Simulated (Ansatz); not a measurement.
**B3LYP/6-31G(d) (Cartesian functions) run of BClH3N (SMILES NBCl)**

Aim: the vertical singlet–triplet gap of BClH3N at B3LYP/6-31G* (Cartesian functions), from 2 runs. 

The calculation is run with Ansatz 0.2.0.

## 1. The system as given

BClH3N: 6 atoms, total charge 0, spin state singlet. SMILES: `NBCl`. The coordinates come from a PBE0-D4/def2-TZVP relaxation.

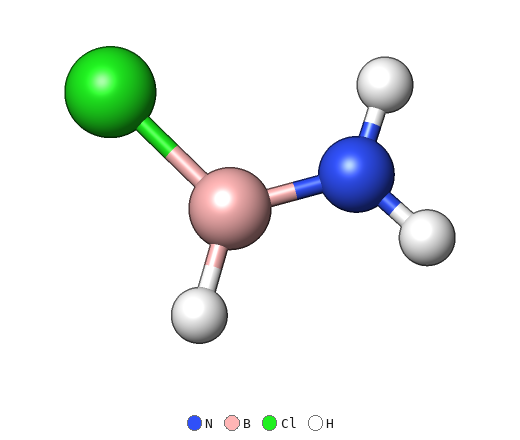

The structure, seen from a chosen angle (nitrogen blue, boron pink, chlorine green, hydrogen white).

## 2. The energy at B3LYP/6-31G(d) (Cartesian functions)

File input.yaml:

```yaml
crystal:
  periodic: [false, false, false]
  atoms:
    - symbol: N
      position_ang: [-0.395600, -0.007800, -0.658000]
    - symbol: B
      position_ang: [0.369600, -0.158900, 0.483700]
    - symbol: Cl
      position_ang: [0.529900, 1.189300, 1.616000]
    - symbol: H
      position_ang: [-0.511800, -0.749300, -1.326600]
    - symbol: H
      position_ang: [-0.878600, 0.844500, -0.888200]
    - symbol: H
      position_ang: [0.928800, -1.181900, 0.727100]
basis:
  gaussian: {orbitals: "6-31G*"}
hamiltonian: {xc: {name: B3LYP}}
accuracy: high
output: {orbitals: {seedname: orbitals}}
```

On the command line:

```console
$ ansatz run input.yaml --threads 1 --pin off --max-ram 2610MiB --events-out events.jsonl --progress --plain --runs-dir runs
```

The program printed:

```text
Warning: RAYON_NUM_THREADS=1 ignored (pool sized by the plan → 1); use --threads N
Functional definition: B3LYP
  name "B3LYP"
  parameter a0 = 0.2
  parameter ax = 0.72
  parameter ac = 0.81
  exchange = (1 - a0 - ax)*slater_x + ax*b88_x + a0*exact_x
  correlation = (1 - ac)*vwn_rpa_c + ac*lyp_c
1174 factors; integrals over basis functions are off by at most 4.1e-9 eV
mean field evaluation 1: about -14735.5293 eV, gradient 4.9e1 eV
mean field evaluation 2: about -14729.0051 eV, gradient 7.1e1 eV
mean field evaluation 4: about -14740.1380 eV, gradient 1.8e0 eV
mean field evaluation 8: about -14740.1474 eV, gradient 1.2e-1 eV
mean field evaluation 16: about -14740.1474 eV, gradient 3.4e-6 eV
mean field -14740.14743745 eV, -541.6904270953 hartree, gradient 1.9e-8 eV, S^2 0.000000; 0 other end points of the search recorded, 0 dependent functions left out
reference -14740.14747003 eV, -541.6904282926 hartree; 16, 16 occupied and 39, 39 virtual orbitals, 1174 factors
Total energy: -14740.14747003 eV, -541.6904282926 hartree
```

It took 4.8 s on 1 thread of Arm Neoverse N1, shared host; peak memory 0.15 GiB.

## 3. The triplet, same level

File run.yaml:

```yaml
crystal:
  periodic: [false, false, false]
  atoms:
    - {symbol: "N", position_ang: [-0.395600, -0.007800, -0.658000]}
    - {symbol: B, position_ang: [0.369600, -0.158900, 0.483700]}
    - {symbol: Cl, position_ang: [0.529900, 1.189300, 1.616000]}
    - {symbol: H, position_ang: [-0.511800, -0.749300, -1.326600]}
    - {symbol: H, position_ang: [-0.878600, 0.844500, -0.888200]}
    - {symbol: H, position_ang: [0.928800, -1.181900, 0.727100]}
basis:
  gaussian:
    orbitals: "6-31G*"
magnetization:
  spin_polarized: true
  initial_magnetization: 2
hamiltonian:
  xc: {name: B3LYP}
accuracy: high
output:
  orbitals: {seedname: orbitals}
```

On the command line:

```console
$ ansatz run run.yaml --threads 1 --pin off --max-ram 2610MiB --events-out events.jsonl --progress --plain --runs-dir runs
```

The program printed, shortened:

```text
Warning: RAYON_NUM_THREADS=1 ignored (pool sized by the plan → 1); use --threads N
[... 7 set-up lines as earlier in the session ...]
1174 factors; integrals over basis functions are off by at most 4.1e-9 eV
mean field evaluation 1: about -14724.5711 eV, gradient 4.2e1 eV
mean field evaluation 2: about -14691.2701 eV, gradient 8.1e1 eV
mean field evaluation 4: about -14731.0788 eV, gradient 2.1e1 eV
mean field evaluation 8: about -14733.6820 eV, gradient 3.4e-1 eV
mean field evaluation 16: about -14733.7802 eV, gradient 8.6e-4 eV
mean field evaluation 32: about -14733.7802 eV, gradient 3.9e-7 eV
mean field -14733.78018757 eV, -541.4564349782 hartree, gradient 3.4e-8 eV, S^2 2.006345; 5 other end points of the search recorded, 0 dependent functions left out
reference -14733.78022045 eV, -541.4564361865 hartree; 17, 15 occupied and 38, 40 virtual orbitals, 1174 factors
Total energy: -14733.78022045 eV, -541.4564361865 hartree
```

Wall time 16 s (1 thread of Arm Neoverse N1, shared host); peak memory 0.21 GiB.

## 4. Outcome

At B3LYP/6-31G* (Cartesian functions):

```
                                        quantity          value
                           singlet: total energy  -541.69043 Eh
                            singlet: HOMO energy       -7.89 eV
                            singlet: LUMO energy        0.46 eV
                          singlet: HOMO–LUMO gap        8.35 eV
                           triplet: total energy  -541.45644 Eh
     triplet: HOMO energy (highest over α and β)       -1.60 eV
                                   triplet: ⟨S²⟩          2.006
vertical energy of the triplet above the singlet       6.367 eV
```

In words: At this shape the triplet lies 6.37 eV (147 kcal/mol) above the singlet.
